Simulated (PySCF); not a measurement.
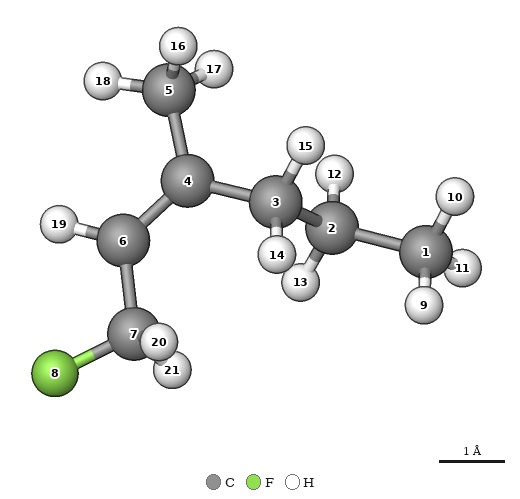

C$_{7}$H$_{13}$F, before the relaxation. The picture is a ball-and-stick view, seen at a tilt.

The start comes from GFN2-xTB. Its atoms were then displaced at random by about 0.01 Å.

All numbers below come from PBE0-D3(BJ)/def2-SVP geometry optimisation, gas phase in PySCF 2.14.0, density-fitted response routines.

```xyz
21

C     2.5733   -1.1915    0.2009
C     1.3337   -0.5111   -0.4479
C     0.4688    0.2373    0.5814
C    -0.6976    0.8551   -0.0437
C    -0.5504    2.2285   -0.5987
C    -1.8947    0.2204   -0.1421
C    -2.1684   -1.1628    0.3741
F    -3.5033   -1.4356    0.2546
H     2.2403   -1.8915    0.9595
H     3.1731   -0.4244    0.6989
H     3.1449   -1.6782   -0.5443
H     1.6762    0.1965   -1.2067
H     0.6981   -1.2553   -0.9455
H     0.1818   -0.4580    1.3823
H     1.0932    1.0138    1.0446
H    -0.3280    2.9452    0.2286
H     0.2946    2.2686   -1.2827
H    -1.4475    2.5829   -1.1021
H    -2.7376    0.6783   -0.6197
H    -1.9528   -1.2624    1.4419
H    -1.6689   -1.9335   -0.2107
```

Question: Where does the relaxation end?

Answer: The atom that moves furthest after the best rigid fit is H21 (0.80 Å). By element the largest moves are H 0.80 Å, F 0.74 Å, C 0.14 Å. Some distances before and after: C3–C4 1.460 → 1.506 Å, C1–H11 1.058 → 1.101 Å, C1–C2 1.556 → 1.520 Å, C6–H19 1.072 → 1.097 Å. Among the angles between lasting bonds that change: H20–C7–H21 111.7° → 107.6°, H9–C1–H11 111.2° → 107.6°, F8–C7–H20 105.0° → 108.6°. Groups turn about C6–C7 by about 40°. Over 15 geometry steps the energy falls by 5.29 kcal/mol. Cost: 6.7 min on 1 thread of Arm Neoverse N1 (shared host).

Step by step:

| step | E − E(0), kcal/mol |
| --- | --- |
| 0 | 0.00 |
| 1 | -4.12 |
| 2 | -4.41 |
| 3 | -4.38 |
| 4 | -4.58 |
| 5 | -4.65 |
| 6 | -4.79 |
| 7 | -4.99 |
| 8 | -5.05 |
| 9 | -5.10 |
| 10 | -5.19 |
| 11 | -4.77 |
| 12 | -5.15 |
| 13 | -5.27 |
| 14 | -5.28 |
| 15 | -5.29 |

Final geometry:

```xyz
21

C     2.6192   -1.0985    0.2645
C     1.3762   -0.5216   -0.3920
C     0.4558    0.1970    0.5974
C    -0.7491    0.8232   -0.0545
C    -0.5401    2.2010   -0.6078
C    -1.9313    0.2004   -0.1826
C    -2.2734   -1.1712    0.2813
F    -3.4812   -1.1631    0.9443
H     2.3559   -1.8275    1.0479
H     3.2223   -0.3090    0.7411
H     3.2615   -1.6128   -0.4665
H     1.6685    0.1775   -1.1944
H     0.8047   -1.3234   -0.8901
H     0.1500   -0.5156    1.3809
H     1.0325    0.9855    1.1120
H    -0.2824    2.9062    0.2005
H     0.3025    2.2211   -1.3195
H    -1.4334    2.5782   -1.1246
H    -2.7518    0.7211   -0.6907
H    -1.5054   -1.5864    0.9547
H    -2.3722   -1.8599   -0.5788
```

The end point in the same view:

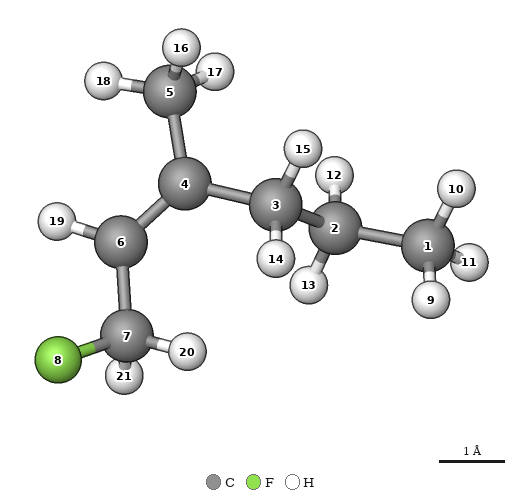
